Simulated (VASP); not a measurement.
Band structure of GaSb (zinc blende). Computed with MS2 meta-GGA, VASP's PBE PAW potentials (set 64) (plane waves; VASP).

Unless said otherwise, spin-orbit coupling is left out, though it shifts the bands of the heavy elements here.

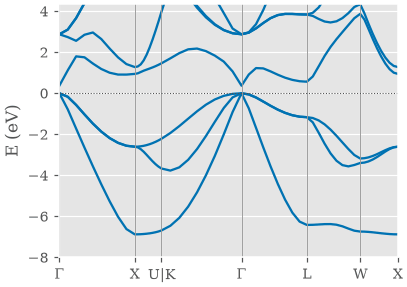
Bands along high-symmetry lines, zero at the valence-band maximum or, without a gap, the Fermi level

Problem. Read the plot: is there a gap, and where are the band edges?

Solution. The gap is direct, 0.37 eV, from the valence maximum at Γ to the conduction minimum at Γ.

The compound is GaSb in the zinc blende structure. It was relaxed first.
